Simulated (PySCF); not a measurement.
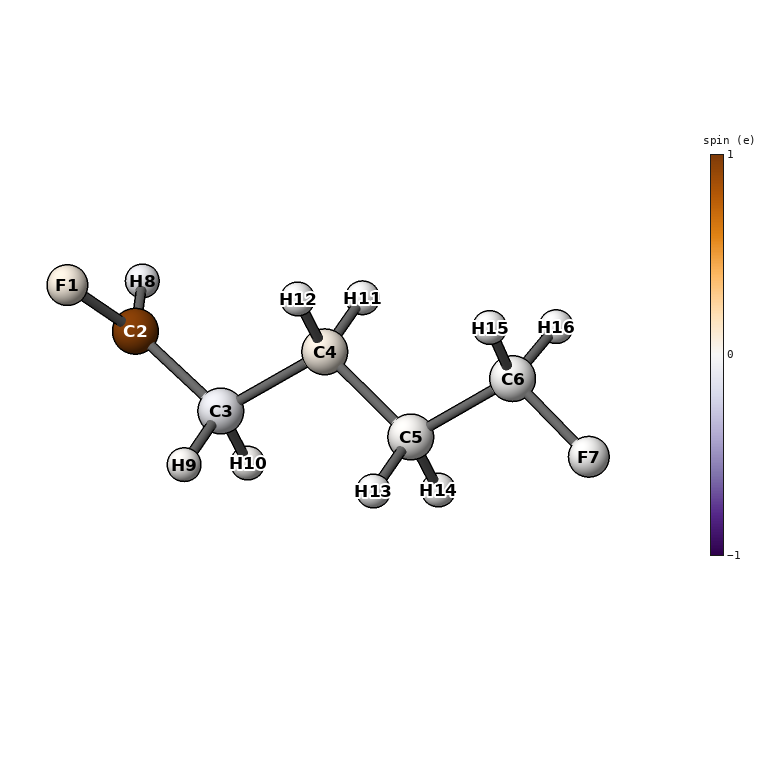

Atoms are coloured by their Mulliken spin populations. Charge 0, doublet. The geometry was computed by an optimisation with GFN2-xTB. No frequency run is at hand to confirm it as a minimum. Properties computed with UKS B3LYP, pcH-1 on C F H, non-relativistic (PySCF 2.14.0).

Give the Mulliken spin populations atom by atom.

```json
{"atom": "F1", "value (e)": "0.07"}
{"atom": "C2", "value (e)": "0.95"}
{"atom": "C3", "value (e)": "−0.07"}
{"atom": "C4", "value (e)": "0.06"}
{"atom": "C5", "value (e)": "0.01"}
{"atom": "C6", "value (e)": "0.00"}
{"atom": "F7", "value (e)": "0.00"}
{"atom": "H8", "value (e)": "−0.04"}
{"atom": "H9", "value (e)": "0.01"}
{"atom": "H10", "value (e)": "0.01"}
{"atom": "H11", "value (e)": "0.00"}
{"atom": "H12", "value (e)": "−0.01"}
{"atom": "H13", "value (e)": "0.00"}
{"atom": "H14", "value (e)": "0.00"}
{"atom": "H15", "value (e)": "0.00"}
{"atom": "H16", "value (e)": "0.00"}
```

Mulliken values depend strongly on the basis set.
